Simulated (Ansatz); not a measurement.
# Work function of Li(100): what the settings cost and change

How far do functional and pseudopotentials move the work function of Li(100), and at what cost?

Calculated with Ansatz 0.2.0; plane-wave DFT, PBE, Ansatz PAW, in the first sound run; inputs show where later runs differ.

## (1) Set-up

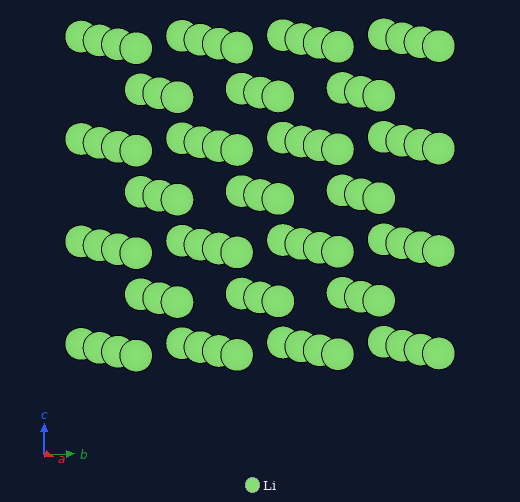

Start, viewed from the side, with the c axis up; lithium green. 3×3×1 cells are drawn. Some periodic images of atoms are drawn too.

The cell holds 7 atoms: 7 Li. Cell: a = 3.490 Å, b = 3.490 Å, c = 28.470 Å, α = 90.0°, β = 90.0°, γ = 90.0°. Vacuum lies along c.

As a file:

```cif
data_structure
_symmetry_space_group_name_H-M 'P 1'
_symmetry_Int_Tables_number 1
_cell_length_a 3.4900
_cell_length_b 3.4900
_cell_length_c 28.4700
_cell_angle_alpha 90.000
_cell_angle_beta 90.000
_cell_angle_gamma 90.000
_cell_volume 346.77
loop_
_atom_site_label
_atom_site_type_symbol
_atom_site_fract_x
_atom_site_fract_y
_atom_site_fract_z
_atom_site_occupancy
Li1 Li 0.00000 0.00000 0.31612 1
Li2 Li 0.50000 0.50000 0.37741 1
Li3 Li 0.00000 0.00000 0.43871 1
Li4 Li 0.50000 0.50000 0.50000 1
Li5 Li 0.00000 0.00000 0.56129 1
Li6 Li 0.50000 0.50000 0.62259 1
Li7 Li 0.00000 0.00000 0.68388 1
```

## (2) Run, setting PBE, Ansatz PAW (420 eV)

A work function rests on the faint tail of the density, so the SCF threshold is tight. PBE on the default files comes first; the next runs keep the geometry and change functional or files, each at the cutoff that its files recommend; a relaxation and, for heavy metals, spin-orbit coupling close the ladder.

input.yaml

```yaml
crystal:
  lattice:
    - [3.49, 0.0, 0.0]
    - [0.0, 3.49, 0.0]
    - [0.0, 0.0, 28.47]
  atoms:
    - { symbol: Li, position: [0.0, 0.0, 0.3161222339] }
    - { symbol: Li, position: [0.5, 0.5, 0.3774148226] }
    - { symbol: Li, position: [0.0, 0.0, 0.4387074113] }
    - { symbol: Li, position: [0.5, 0.5, 0.5] }
    - { symbol: Li, position: [0.0, 0.0, 0.5612925887] }
    - { symbol: Li, position: [0.5, 0.5, 0.6225851774] }
    - { symbol: Li, position: [0.0, 0.0, 0.6838777661] }
kpoints:
  mp_grid: { grid: [12, 12, 1] }
hamiltonian:
  xc: pbe
scf:
  occupations: { method: fermi_dirac, width: 0.1 }
  convergence: { dr2_threshold: 1.0e-09 }
efield:
  axis: 3
  dipole_correction: true
  ramp_position: 0.97
  ramp_width: 0.06
output:
  write_potential: true
  write_density: true
  volumetric_format: npy
  elf: true
```

Command:

```console
ansatz run input.yaml --threads 2 --pin off --max-ram 3072MiB --backend cpu --events-out ev --progress --plain --runs-dir out
```

Numbers of over 12 decimals in the logs are rounded to 6 here.

What it wrote:

```text
Engine: ansatz 0.2.0, x86_64-unknown-linux-gnu
Pseudopotentials: kind: paw
Pseudopotential: Li, paw, valence charge 3, recommended cutoff 420 eV (normal), Li.paw.azcp
Functional definition: PBE
  parameter kappa = 0.804
  parameter beta = 0.066725
  exchange = pbe_x(kappa = kappa, mu = beta*pi^2/3)
  correlation = pbe_c(beta = beta)
Crystal: 7 atoms, lattice volume = 346.767 Å³
Basis set: ecut = 420 eV, 6699 PW (Γ)
Bands: 18, of which v1, the nominal top of the filled ones, is band 11 counted from 1 (10 counted from 0)
Symmetry: 8 space group operations
k-points: 28 of 144
Non-local potential: Li, projectors of the file, l = 0: 3, l = 1: 2, l = 2: 1
PAW form: soft (Blöchl's): semilocal exchange-correlation on the pseudo side does not see the compensation charge
PAW one-centre angular grid: Li, 110 points (default); XC on 64 Gauss nodes
Initial density: superposition of atomic densities (neutral atoms: chi_scale 0, normalization atom), corrected by the library's trained network
Initial wavefunctions: pseudopotential atomic-orbital guess
Functional: x = pbe(κ = 0.804, μ = 0.219515), c = pbe(β = 0.066725)
SCF iter   1: F=—  HF=-1432.141910 eV  |F-HF|=—  |Δ(HF+E_count)|=         —  Δρ=4.79e-4  dr2=2.09e-2  ethr=1.77e-3  p=0.000 e·Å  D=3.27e-14 V/Å  ΔV_dip=-0.00 eV  dr2_dipole=3.07e-9  V_vac-E_F(+/−)=2.89/2.89 eV  ⟨swp⟩=9.4  Hψ=3489  notcnv=0
efield: sawtooth ramp at fractional position 0.9700 (set: `efield.ramp_position`, or a place that a band, a saddle search or an elastic batch's reference lends), width 0.0600; the density the first Hamiltonian is built on has a dipole p = 0.000 e·Å; the dipole correction subtracts the counter field D = 3.27e-14 V/Å, which shifts the + side's vacuum level by -0.00 eV against the − side's; the planar-averaged density in the ramp window peaks in size at 1.0e-5 e/Å³
preconditioner: auto → LDOS  [metal: Δε(μ)=0.045 eV  Ē_g=3.455 eV  σ=0.100 eV  W_gap=0.11  n_scr=14 (ndim 8)  ℏωp=5.3 eV  f_vac=0.474  D(μ)=3.85/eV (n_scr^D=12)  β→1.0]
SCF iter   2: F=—  HF=-1432.140058 eV  |F-HF|=—  |Δ(HF+E_count)|=   1.85e-3  Δρ=1.64e-4  dr2=2.92e-4  ethr=9.97e-5  p=-0.000 e·Å  D=-5.18e-7 V/Å  ΔV_dip=0.00 eV  dr2_dipole=7.57e-9  V_vac-E_F(+/−)=3.01/3.01 eV  ⟨swp⟩=1.5  Hψ=760  notcnv=0
SCF iter   3: F=—  HF=-1432.140193 eV  |F-HF|=—  |Δ(HF+E_count)|=   1.35e-4  Δρ=4.22e-5  dr2=3.20e-5  ethr=1.39e-6  p=0.000 e·Å  D=7.45e-7 V/Å  ΔV_dip=-0.00 eV  dr2_dipole=1.42e-9  V_vac-E_F(+/−)=3.03/3.03 eV  ⟨swp⟩=1.9  Hψ=600  notcnv=0
SCF iter   4: F=—  HF=-1432.140202 eV  |F-HF|=—  |Δ(HF+E_count)|=   8.81e-6  Δρ=9.32e-6  dr2=1.17e-6  ethr=1.52e-7  p=0.000 e·Å  D=5.72e-8 V/Å  ΔV_dip=-0.00 eV  dr2_dipole=2.93e-10  V_vac-E_F(+/−)=3.03/3.03 eV  ⟨swp⟩=1.6  Hψ=526  notcnv=0
SCF iter   5: F=—  HF=-1432.140217 eV  |F-HF|=—  |Δ(HF+E_count)|=   1.49e-5  Δρ=2.30e-6  dr2=9.74e-8  ethr=5.59e-9  p=0.000 e·Å  D=1.25e-8 V/Å  ΔV_dip=-0.00 eV  dr2_dipole=4.54e-11  V_vac-E_F(+/−)=3.03/3.03 eV  ⟨swp⟩=2.0  Hψ=603  notcnv=0
SCF iter   6: F=—  HF=-1432.140217 eV  |F-HF|=—  |Δ(HF+E_count)|=   4.88e-8  Δρ=5.22e-7  dr2=2.60e-9  ethr=4.64e-10  p=0.000 e·Å  D=6.46e-9 V/Å  ΔV_dip=-0.00 eV  dr2_dipole=2.71e-12  V_vac-E_F(+/−)=3.04/3.04 eV  ⟨swp⟩=2.0  Hψ=575  notcnv=0
SCF iter   7: F=-1432.140217 eV  HF=-1432.140217 eV  |F-HF|=2.46e-11  |Δ(HF+E_count)|=   2.62e-9  Δρ=1.26e-7  dr2=1.18e-10  ethr=4.76e-12  p=-0.000 e·Å  D=-9.00e-10 V/Å  ΔV_dip=0.00 eV  dr2_dipole=9.84e-15  V_vac-E_F(+/−)=3.04/3.04 eV  ⟨swp⟩=4.6  Hψ=1558  notcnv=0
SCF 1 converged in 7 iterations: F = -1432.140217 eV  dr2 = 1.18e-10
  greatest PAW one-centre occupation: 1.000 electrons in one spin orbital (limit 2), on the Li atom at site 6 (counted from 0), in its partial waves of l = 0
WARN: The output density's exchange-correlation potential varies sharply where the density is thin. Do not read a vacuum level from v_tot or v_xc, or from such a field of the output density. On a cell that repeats whose density bears no net charge and no dipole along the vacuum's axis use v_es (v_loc + v_h of the components); under efield.dipole_correction with no amplitude use v_es + v_field, which holds any externa [...]
SCF converged after 7 iterations
Free energy (F): -1432.140217 eV
Harris-Foulkes:  -1432.140217 eV  (|F-HF|=2.46e-11)
Internal energy: -1432.015407 eV  (E = F + TS)
E sigma→0 (E₀):  -1432.077812 eV
Entropy (-TS):   -0.124810 eV (-17.830 meV/atom)
Fermi energy:    -1.263077 eV
Dipole field:    D = 0.000000 V/Å  (p = 0.000000 e·Å, saw-weighted, corrected)
Work function:   Φ+ = 3.0356 eV   Φ− = 3.0356 eV
Levels:          The Fermi level and band energies are counted from a zero that moves with the ramp; work functions are not
--- Per-component energies (eV) ---
  E_band       = -690.682071
  E_kinetic    = 146.014385
  E_local      = -6039.680367  (includes V_loc(G=0)·N_el)
  E_nonlocal   = -232.969204
  E_hartree    = 2806.488000
  E_xc         = -68.884373
  E_vxc        = -88.620023  (∫ρ·V_xc dr)
  E_paw        = -146.980153  (= ΣΔE_a)
  E_vpaw       = -88.403123  (= ΣTr[D̂ρ^β])
  E_aug_tail   = 0.000103  (compensation charges beyond the density's cutoff)
  E_efield     = 0.000000  (sawtooth field / dipole correction)
  E_vefield    = 0.000000  (∫n·V_field dr)
  E_ewald      = 2103.996202
  E_smearing   = -0.124810  (= −TS)
  E_closure    = -0.000000  (closes the sum)
  Σ components = -1432.140217   (vs F -1432.140217, Δ=0.00e0)
--- Band table (eV; the first three rows and the last of 28) ---
  k-point 0: bands = [... 7 lower, -4.6370, -4.2255, -3.5131, -2.5634, -1.5298, -0.5007, 0.6167, 1.5947, ... 3 higher]
  k-point 1: bands = [... 7 lower, -4.5723, -4.1607, -3.4484, -2.4985, -1.4639, -0.4342, 0.6808, 1.6602, ... 3 higher]
  k-point 2: bands = [... 7 lower, -4.3776, -3.9664, -3.2549, -2.3061, -1.2727, -0.2490, 0.8425, 1.7823, ... 3 higher]
  k-point 27: bands = [... 7 lower, -0.8359, -0.8359, -0.3208, -0.3208, 0.5795, 0.5795, 1.8014, 1.8356, ... 3 higher]
```

Run time: 10 s. Hardware: 2 threads of Intel Xeon 6975P-C (Granite Rapids), shared host; peak memory 0.57 GiB; 20 s of CPU time.

This step gave:

| Quantity | Value |
| --- | --- |
| energy at zero smearing | -1432.0778 eV |
| work function, upper face | 3.036 eV |

Running mean over 1.745 Å of the planar mean; the ramp of the sawtooth is left out. Table of electron's electrostatic potential energy less the Fermi level by z:

```csv
z (Å),electron's electrostatic potential energy less the Fermi level (eV)
4,3.03
5,3.03
6,2.97
7,2.66
8,1.05
9,-0.777
10,-0.703
11,-0.609
12,-0.611
13,-0.599
14,-0.605
15,-0.601
16,-0.604
17,-0.612
18,-0.632
19,-0.808
20,-0.198
21,2.20
22,2.89
23,3.01
24,3.03
25,3.04
```

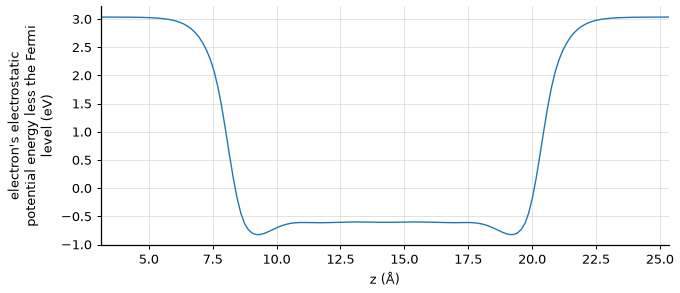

Electron's electrostatic potential energy less the Fermi level, plotted against z.

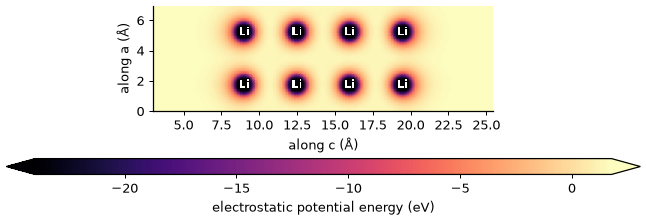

Electrostatic potential energy in the ca plane at fractional y = 0.000, with atoms of Li within 0.2 Å of it. With pseudopotentials it is smooth inside the atoms' cores, unlike the true potential. The map starts off the cell's origin, so that atoms lie inside it. The far vacuum is left out of the map.

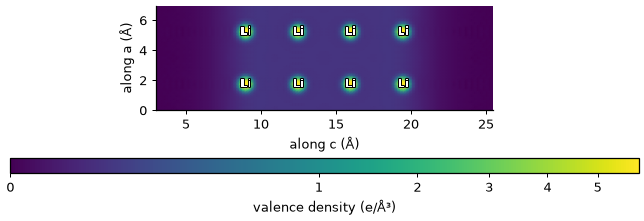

Valence density in the ca plane at fractional y = 0.000, with atoms of Li within 0.2 Å of it. It is the smooth field of the valence electrons, not physical close to the nuclei. The map starts off the cell's origin, so that atoms lie inside it. The colour scale is stretched toward low values. The far vacuum is left out of the map.

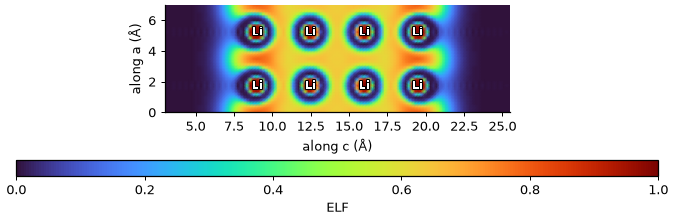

ELF in the ca plane at fractional y = 0.000, with atoms of Li within 0.2 Å of it. It is the smooth field of the valence electrons, not physical close to the nuclei. The map starts off the cell's origin, so that atoms lie inside it. The far vacuum is left out of the map.

The work function is 3.036 eV.

## (3) Slab

This step: plane-wave DFT, LDA, Ansatz PAW (Ansatz 0.2.0).

input.yaml, as its differences from that of step 2:

```diff
@@ -16,3 +16,3 @@
 hamiltonian:
-  xc: pbe
+  xc: lda
 scf:
@@ -29,2 +29 @@
   volumetric_format: npy
-  elf: true
```

What it wrote:

```text
[...]
Crystal: 7 atoms, lattice volume = 346.767 Å³
Basis set: ecut = 420 eV, 6699 PW (Γ)
Bands: 18, of which v1, the nominal top of the filled ones, is band 11 counted from 1 (10 counted from 0)
Symmetry: 8 space group operations
k-points: 28 of 144
[...]
k-point 1: bands = [... 7 lower, -4.6035, -4.2013, -3.4999, -2.5612, -1.5449, -0.5438, 0.5547, 1.5902, ... 3 higher]
  k-point 2: bands = [... 7 lower, -4.4122, -4.0102, -3.3095, -2.3718, -1.3558, -0.3596, 0.7134, 1.6878, ... 3 higher]
  k-point 27: bands = [... 7 lower, -0.9427, -0.9427, -0.4313, -0.4313, 0.4667, 0.4667, 1.7281, 1.7281, ... 3 higher]
[key lines of the parts left out:]
SCF converged after 7 iterations
Free energy (F): -1410.686614 eV
Fermi energy:    -1.348103 eV
Dipole field:    D = -0.000000 V/Å  (p = -0.000000 e·Å, saw-weighted, corrected)
Work function:   Φ+ = 3.1157 eV   Φ− = 3.1156 eV
```

Run time: 11 s. Hardware: 2 threads; peak memory 0.55 GiB.

The work function is 3.116 eV, +0.080 eV from the run “PBE, Ansatz PAW (420 eV)”, at 1.1 times its CPU time.

## (4) Run

This step: plane-wave DFT, PBEsol, Ansatz PAW (Ansatz 0.2.0).

input.yaml, as its differences from that of step 3:

```diff
@@ -16,3 +16,3 @@
 hamiltonian:
-  xc: lda
+  xc: pbesol
 scf:
```

What it wrote:

```text
[...]
Crystal: 7 atoms, lattice volume = 346.767 Å³
Basis set: ecut = 420 eV, 6699 PW (Γ)
Bands: 18, of which v1, the nominal top of the filled ones, is band 11 counted from 1 (10 counted from 0)
Symmetry: 8 space group operations
k-points: 28 of 144
[...]
k-point 1: bands = [... 7 lower, -4.5745, -4.1642, -3.4514, -2.5026, -1.4760, -0.4534, 0.6714, 1.6978, ... 3 higher]
  k-point 2: bands = [... 7 lower, -4.3802, -3.9702, -3.2582, -2.3103, -1.2844, -0.2678, 0.8311, 1.8072, ... 3 higher]
  k-point 27: bands = [... 7 lower, -0.8449, -0.8449, -0.3279, -0.3279, 0.5768, 0.5768, 1.7984, 1.8296, ... 3 higher]
[key lines of the parts left out:]
SCF converged after 7 iterations
Free energy (F): -1420.283951 eV
Fermi energy:    -1.270077 eV
Dipole field:    D = 0.000000 V/Å  (p = 0.000000 e·Å, saw-weighted, corrected)
Work function:   Φ+ = 3.0582 eV   Φ− = 3.0581 eV
```

Wall time 11 s (2 threads); peak memory 0.58 GiB; 22 s of CPU time.

The work function is 3.058 eV, +0.023 eV from the run “PBE, Ansatz PAW (420 eV)”, at 1.1 times its CPU time.

## (5) Slab

This step: plane-wave DFT, RPBE, Ansatz PAW (Ansatz 0.2.0).

input.yaml, as its differences from that of step 4:

```diff
@@ -16,3 +16,3 @@
 hamiltonian:
-  xc: pbesol
+  xc: rpbe
 scf:
```

What it wrote:

```text
[...]
Crystal: 7 atoms, lattice volume = 346.767 Å³
Basis set: ecut = 420 eV, 6699 PW (Γ)
Bands: 18, of which v1, the nominal top of the filled ones, is band 11 counted from 1 (10 counted from 0)
Symmetry: 8 space group operations
k-points: 28 of 144
[...]
k-point 1: bands = [... 7 lower, -4.5419, -4.1262, -3.4101, -2.4572, -1.4156, -0.3730, 0.7329, 1.6285, ... 3 higher]
  k-point 2: bands = [... 7 lower, -4.3461, -3.9307, -3.2155, -2.2639, -1.2238, -0.1875, 0.8993, 1.7732, ... 3 higher]
  k-point 27: bands = [... 7 lower, -0.7791, -0.7791, -0.2619, -0.2619, 0.6391, 0.6391, 1.8496, 1.8891, ... 3 higher]
[key lines of the parts left out:]
SCF converged after 7 iterations
Free energy (F): -1437.473327 eV
Fermi energy:    -1.213594 eV
Dipole field:    D = 0.000000 V/Å  (p = 0.000000 e·Å, saw-weighted, corrected)
Work function:   Φ+ = 2.9930 eV   Φ− = 2.9930 eV
```

Wall time 11 s (2 threads); peak memory 0.57 GiB.

The work function is 2.993 eV, -0.043 eV from the run “PBE, Ansatz PAW (420 eV)”, at 1.1 times its CPU time.

## (6) Run

This step: plane-wave DFT, r2SCAN, Ansatz PAW (Ansatz 0.2.0).

input.yaml, as its differences from that of step 5:

```diff
@@ -16,3 +16,3 @@
 hamiltonian:
-  xc: rpbe
+  xc: r2scan
 scf:
```

What it wrote:

```text
[...]
Crystal: 7 atoms, lattice volume = 346.767 Å³
Basis set: ecut = 500 eV, 8799 PW (Γ), exchange–correlation on 108×108×864 points (64 copies of the dense FFT grid, shifted against one another)
Bands: 18, of which v1, the nominal top of the filled ones, is band 11 counted from 1 (10 counted from 0)
Symmetry: 8 space group operations
k-points: 28 of 144
[...]
k-point 1: bands = [... 7 lower, -4.8708, -4.4162, -3.6315, -2.5909, -1.4631, -0.3312, 0.8856, 1.9149, ... 3 higher]
  k-point 2: bands = [... 7 lower, -4.6563, -4.2021, -3.4181, -2.3783, -1.2514, -0.1268, 1.0629, 2.0531, ... 3 higher]
  k-point 27: bands = [... 7 lower, -0.7458, -0.7458, -0.1823, -0.1823, 0.8024, 0.8024, 2.0512, 2.0994, ... 3 higher]
[key lines of the parts left out:]
SCF converged after 8 iterations
Free energy (F): -1435.271038 eV
Fermi energy:    -1.231471 eV
Dipole field:    D = 0.000000 V/Å  (p = 0.000000 e·Å, saw-weighted, corrected)
Work function:   Φ+ = 3.0276 eV   Φ− = 3.0276 eV
```

The job ended after 25 s (2 threads; peak memory 0.73 GiB; 48 s of CPU time).

The work function is 3.028 eV, -0.008 eV from the run “PBE, Ansatz PAW (420 eV)”, at 2.5 times its CPU time.

## (7) Run

This step: plane-wave DFT, PBE, JTH PAW (Ansatz 0.2.0).

input.yaml, as its differences from that of step 6:

```diff
@@ -16,3 +16,4 @@
 hamiltonian:
-  xc: r2scan
+  xc: pbe
+  pseudopotentials: { kind: paw, source: jth }
 scf:
```

What it wrote:

```text
[...]
k-point 1: bands = [... 7 lower, -4.5779, -4.1667, -3.4546, -2.5046, -1.4699, -0.4400, 0.6752, 1.6544, ... 3 higher]
  k-point 2: bands = [... 7 lower, -4.3834, -3.9724, -3.2611, -2.3123, -1.2786, -0.2548, 0.8369, 1.7767, ... 3 higher]
  k-point 27: bands = [... 7 lower, -0.8431, -0.8431, -0.3273, -0.3273, 0.5742, 0.5742, 1.8005, 1.8339, ... 3 higher]
[key lines of the parts left out:]
SCF converged after 9 iterations
Free energy (F): -1432.122827 eV
Fermi energy:    -1.269344 eV
Dipole field:    D = -0.000000 V/Å  (p = -0.000001 e·Å, saw-weighted, corrected)
Work function:   Φ+ = 3.0352 eV   Φ− = 3.0352 eV
```

It took 69 s on 2 threads; peak memory 1.7 GiB.

The work function is 3.035 eV, -0.000 eV from the run “PBE, Ansatz PAW (420 eV)”, at 6.9 times its CPU time.

## (8) Slab

This step: plane-wave DFT, PBE, norm-conserving (Ansatz 0.2.0).

input.yaml, as its differences from that of step 7:

```diff
@@ -17,3 +17,3 @@
   xc: pbe
-  pseudopotentials: { kind: paw, source: jth }
+  pseudopotentials: { kind: nc }
 scf:
```

What it wrote:

```text
[...]
Crystal: 7 atoms, lattice volume = 346.767 Å³
Basis set: ecut = 1034.032677 eV, 26097 PW (Γ)
Bands: 18, of which v1, the nominal top of the filled ones, is band 11 counted from 1 (10 counted from 0)
Symmetry: 8 space group operations
k-points: 28 of 144
[...]
k-point 1: bands = [... 7 lower, -4.6038, -4.1927, -3.4808, -2.5311, -1.4967, -0.4673, 0.6476, 1.6267, ... 3 higher]
  k-point 2: bands = [... 7 lower, -4.4093, -3.9985, -3.2874, -2.3388, -1.3054, -0.2821, 0.8093, 1.7488, ... 3 higher]
  k-point 27: bands = [... 7 lower, -0.8690, -0.8690, -0.3540, -0.3540, 0.5464, 0.5464, 1.7677, 1.8017, ... 3 higher]
[key lines of the parts left out:]
SCF converged after 11 iterations
Free energy (F): -1377.467769 eV
Fermi energy:    -1.296037 eV
Dipole field:    D = 0.000000 V/Å  (p = 0.000000 e·Å, saw-weighted, corrected)
Work function:   Φ+ = 3.0349 eV   Φ− = 3.0349 eV
```

It took 54 s on 2 threads; peak memory 1.2 GiB; 1.7 min of CPU time.

The work function is 3.035 eV, -0.001 eV from the run “PBE, Ansatz PAW (420 eV)”, at 5.4 times its CPU time.

## (9) Slab

This step: plane-wave DFT, LDA, norm-conserving (Ansatz 0.2.0).

input.yaml, as its differences from that of step 8:

```diff
@@ -16,3 +16,3 @@
 hamiltonian:
-  xc: pbe
+  xc: lda
   pseudopotentials: { kind: nc }
```

What it wrote:

```text
[...]
Crystal: 7 atoms, lattice volume = 346.767 Å³
Basis set: ecut = 1006.821291 eV, 25047 PW (Γ)
Bands: 18, of which v1, the nominal top of the filled ones, is band 11 counted from 1 (10 counted from 0)
Symmetry: 8 space group operations
k-points: 28 of 144
[...]
k-point 1: bands = [... 7 lower, -4.6333, -4.2312, -3.5297, -2.5907, -1.5739, -0.5728, 0.5257, 1.5608, ... 3 higher]
  k-point 2: bands = [... 7 lower, -4.4419, -4.0401, -3.3393, -2.4012, -1.3848, -0.3885, 0.6845, 1.6587, ... 3 higher]
  k-point 27: bands = [... 7 lower, -0.9713, -0.9713, -0.4598, -0.4598, 0.4384, 0.4384, 1.7001, 1.7001, ... 3 higher]
[key lines of the parts left out:]
SCF converged after 11 iterations
Free energy (F): -1354.659841 eV
Fermi energy:    -1.377245 eV
Dipole field:    D = -0.000000 V/Å  (p = -0.000000 e·Å, saw-weighted, corrected)
Work function:   Φ+ = 3.1148 eV   Φ− = 3.1148 eV
```

Run time: 47 s. Hardware: 2 threads; peak memory 1.2 GiB.

The work function is 3.115 eV, +0.079 eV from the run “PBE, Ansatz PAW (420 eV)”, at 4.7 times its CPU time.

[end of part 1 of 2]

[Logs are printed without paths, hosts, clocks, repeated set-up lines and the standing remarks that a program may print on its own settings, such as how far it seeks lower states.]

[Hosts, paths, dates, database ids (printed as entryN), source tags and the programs' standing remarks are cut or masked in the printed files.]

[Maps of the electrostatic potential energy from Ansatz leave out the sawtooth potential of an applied field or a dipole correction, so their vacuum need not be flat; planar profiles and work functions include it.]
